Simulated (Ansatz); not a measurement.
# H-capped Ge nanowire along [112] with a Si core: a series in size parameter of the section

How do forces, levels, charges and cost change as the structure grows and the share of atoms at its surface or edge shifts?

Computed with Ansatz 0.2.0: Kohn-Sham DFT, PBE, PAW (set soft_2). Every run is a single point, with the atoms held where the recipe put them (cutoff of the plane-wave runs 420 eV, fixed occupations).

First member: round section of size parameter 3.53 Å cut from diamond-structure Ge (a = 5.658 Å) along [112], 3 periods, broken bonds capped with H, 10 Å of vacuum, Si core of radius 1.94 Å.

Last member: round section of size parameter 9.53 Å cut from diamond-structure Ge (a = 5.658 Å) along [112], 3 periods, broken bonds capped with H, 10 Å of vacuum, Si core of radius 5.24 Å.

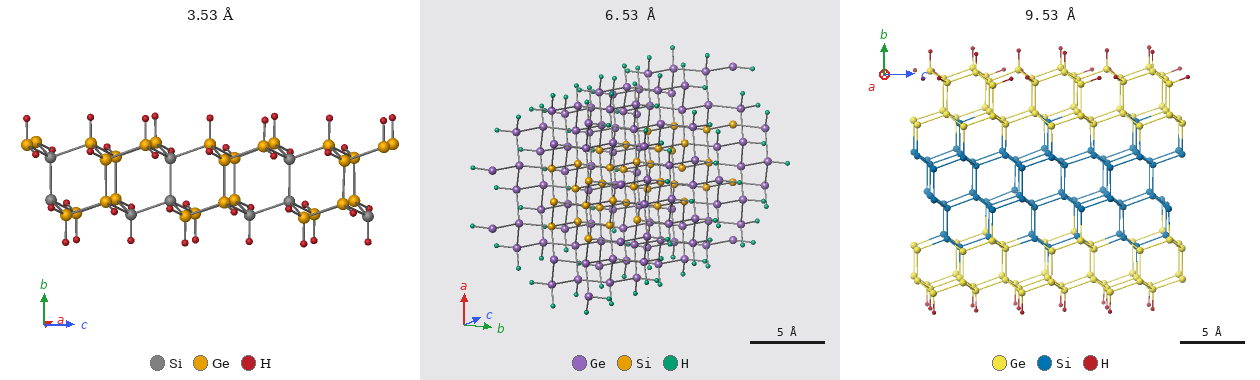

Three members of the series, labelled by size parameter of the section. Some periodic images of atoms are drawn too. Drawn is a slice 10 Å thick, seen along the normal of the bc plane. Bonds to atoms that aren't drawn are left out.

The members:

```csv
size parameter of the section (Å),reduced formula,atoms,valence electrons,k-mesh,basis
3.53,Si3Ge9H14,78,456,1×1×1,plane waves
4.53,SiGe2H3,108,630,1×1×1,plane waves
5.53,Si5Ge8H11,144,858,1×1×1,plane waves
6.53,Si6Ge17H15,228,1662,1×1×1,plane waves
8.03,Si19Ge35H30,252,1788,1×1×1,plane waves
9.53,Si25Ge65H42,396,3156,1×1×1,plane waves
```

The input of the first member, without its atom lines; other members have their own cell and atoms, and may differ in mesh, basis and outputs:

```yaml
crystal:
  lattice:
    - [16.49929, 0.0, 0.0]
    - [0.0, 17.14331, 0.0]
    - [0.0, 0.0, 20.78882]
  atoms:
    [... 78 lines ...]
kpoints:
  mp_grid: { grid: [1, 1, 1] }
hamiltonian:
  xc: pbe
scf:
  occupations: { method: fixed }
output:
  forces: true
  populations: true
  dos:
    method: { smearing: { sigma: 0.08 } }
    de: 0.1
    projected:
      site_lists:
        Ge: [Ge]
        H: [H]
        Si: [Si]
        wire: [0, 1, 2, 3, 4, 5, 6, 7, 8, 9, 10, 11, 12, 13, 14, 15, 16, 17, 18, 19, 20, 21, 22, 23, 24, 25, 26, 27, 28, 29, 30, 31, 32, 33, 34, 35]
        hydrogen: [36, 37, 38, 39, 40, 41, 42, 43, 44, 45, 46, 47, 48, 49, 50, 51, 52, 53, 54, 55, 56, 57, 58, 59, 60, 61, 62, 63, 64, 65, 66, 67, 68, 69, 70, 71, 72, 73, 74, 75, 76, 77]
  eigenvalues: true
```

Results; charges are mean Löwdin charges in e:

```csv
size parameter of the section (Å),r.m.s. force (eV/Å),gap (eV),q(Ge),q(Si),q(H)
3.53,0.394,3.19,+0.11,+0.07,-0.03
4.53,0.428,2.46,+0.10,+0.08,-0.03
5.53,0.421,2.26,+0.10,+0.05,-0.03
6.53,0.363,1.82,+0.07,+0.04,-0.03
8.03,0.388,1.65,+0.07,+0.04,-0.03
9.53,0.391,1.36,+0.06,+0.04,-0.03
```

The gap is that between the highest filled and lowest empty Kohn-Sham level on the run's k-points; surface or edge levels can set it, and semilocal functionals tend to put gaps under measured ones. The projection misses up to 0.032 e an atom, so the charges add up to more than the cell's charge. Löwdin charges hang on the projection basis and can even invert the polarity of covalent bonds. Each mean runs over all atoms of an element, whatever their surroundings.

Bonds in each cell, which the recipe sets and DFT didn't move; cutoffs follow each cell's own g(r) within set bounds (mean length in Å, and neighbours of the second kind about the first):

```csv
size parameter of the section (Å),Ge-H length,Ge-H count,Ge-Ge length,Ge-Ge count
3.53,1.532,1.44,2.448,1.78
4.53,1.535,1.33,2.444,1.67
5.53,1.529,1.31,2.448,1.88
6.53,1.537,0.88,2.447,2.71
8.03,1.531,0.86,2.449,2.57
9.53,1.529,0.65,2.450,2.98
```

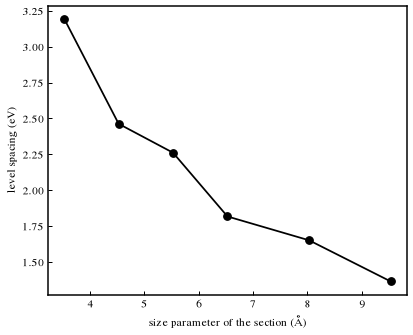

Results against size parameter of the section.

Cost on 1 × NVIDIA GB200 with 32 threads of Arm Neoverse V2, shared host:

```csv
size parameter of the section (Å),atoms,basis,k-mesh,SCF cycles,time,host memory (GiB),planned on the GPU (GiB),Δ force from the first basis (meV/Å)
3.53,78,plane waves,1×1×1,8,2.5 s,1.8,7.8,-
3.53,78,support functions,1×1×1,11,4 s,1.9,6,1.6
4.53,108,plane waves,1×1×1,9,3 s,2.3,11,-
4.53,108,support functions,1×1×1,11,3.7 s,2.3,6.2,1.5
5.53,144,plane waves,1×1×1,10,3.6 s,2.6,15,-
5.53,144,support functions,1×1×1,12,4.5 s,2.7,6.7,1.8
6.53,228,plane waves,1×1×1,12,6.8 s,3.6,30,-
6.53,228,support functions,1×1×1,16,6.2 s,2.6,9.4,1.4
8.03,252,plane waves,1×1×1,11,7.1 s,3.6,32,-
8.03,252,support functions,1×1×1,16,6.4 s,2.6,9.6,1.5
9.53,396,plane waves,1×1×1,12,17 s,7.6,72,-
9.53,396,support functions,1×1×1,16,10 s,3.4,15,1.3
```

Times include the outputs that each run asked for, on hosts shared with other jobs.

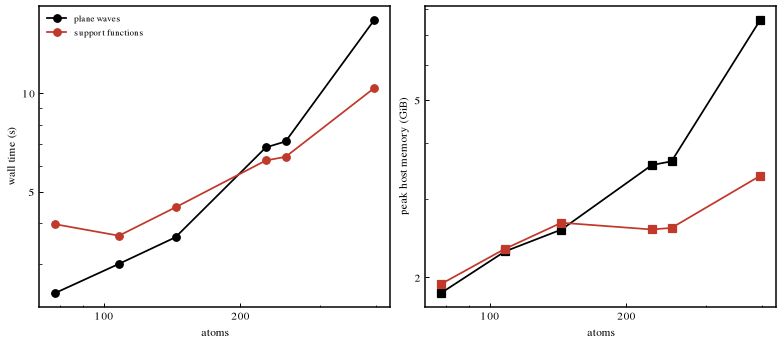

Wall time and memory against the number of atoms.

What the series shows: The gap goes steadily from 3.19 eV at 3.53 to 1.36 eV at 9.53 Å. The mean charge on Ge goes from +0.11 e at 3.53 to +0.06 e at 9.53 Å. With plane waves the wall time grows about as the 1.5 power of the atom count between 144 and 396 atoms. With support functions the wall time grows about as the 0.8 power of the atom count between 144 and 396 atoms. Runs this short hold fixed overheads, which flatten the slope. Support functions take 0.62 to 1.6 times the wall time of plane waves (the times hold unlike extra outputs). The composition changes with the cut, as the formulas show, and that bears on charges and levels too.

Caveats: Beside vacuum, support functions can miss their usual error bounds without a warning.

[Logs are printed without paths, hosts, clocks, repeated set-up lines and the standing remarks that a program may print on its own settings, such as how far it seeks lower states.]

[Hosts, paths, dates, database ids (printed as entryN), source tags and the programs' standing remarks are cut or masked in the printed files.]
